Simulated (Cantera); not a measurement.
Input: 1 mol SiC, 0.0012 mol H₂O, 1.5 mol N₂, a varied amount of O₂, at 1325 °C and 2.30 mbar.

These are equilibrium values from Cantera (NASA tables, ideal gas, pure condensed phases), not measurements of a reactor. Candidate condensed phases: C, C₆H₆, C₇H₈, C₈H₁₈, H₂O, Si, SiC, SiO₂, Si₂N₂O, Si₃N₄; 151 gas species. Mutual solubility and eutectic melting of coexisting phases are not modelled. The tables hold silica as quartz up to 1696 K and as liquid above; real silica turns to tridymite and cristobalite and melts near 1996 K. Equilibrium is a limit: real reactors are often held back by kinetics, nucleation or transport.

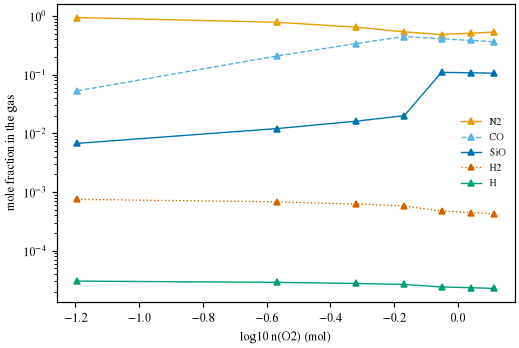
*Equilibrium gas composition (values under 1e-9 drawn at 1e-9)*

Read off the mole fractions at 0.064 mol O₂.

N₂ about 0.94, CO about 0.053, SiO about 0.0068, H₂ about 0.00075, H about 3.0e-5.
